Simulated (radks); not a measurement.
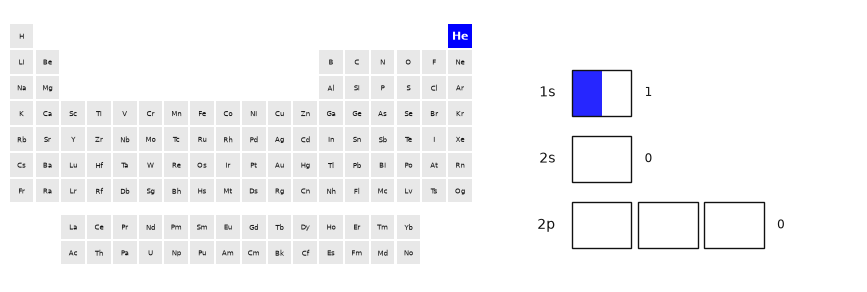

Left, the place of helium in the periodic table; right, the outer shells as the input fills them: a box for each of the 2l + 1 orbitals, shaded by the share of the shell that is filled, with the electron count at the right.

# He⁺: atomic calculation

He⁺, configuration 1s1 2s0 2p0. Level asked for: non-relativistic Kohn-Sham, SCAN, spin-polarised, spherical densities, point nucleus (radks).

### The input
```
Z 2
configuration 1s1 2s0 2p0
relativity non-relativistic
functional scan,scan
spin polarised
nucleus point
```

Energies in input and log are in hartree, lengths in bohr.

Hardware: 1 CPU thread, shared host.

### Log
```
2s      1   0.0000          -0.50000000
2p      1   0.0000          -0.50000000
Etot 1.8321597536888836e+34
Ekin 1.3772890076295137e+20
Encl -1.570349367881748e+17
Eh 1.832159753699886e+34
Exc -1.1016209924835603e+23
err 5.3511278890202395e+25
it 15
```

### What the run reported

| quantity | value |
| --- | --- |
| outcome | not converged |
| total energy | 18321597536888835579403768749359104.0000 hartree |
| kinetic energy | 137728900762951368704.0000 hartree |
| electron–nucleus energy | −157034936788174784.0000 hartree |
| Hartree energy | 18321597536998858878588400156278784.0000 hartree |
| exchange–correlation energy | −110162099248356034347008.0000 hartree |
| SCF iterations | 15 |

### What went wrong

The run did not meet its convergence test in 15 iterations, so its last values are not results.
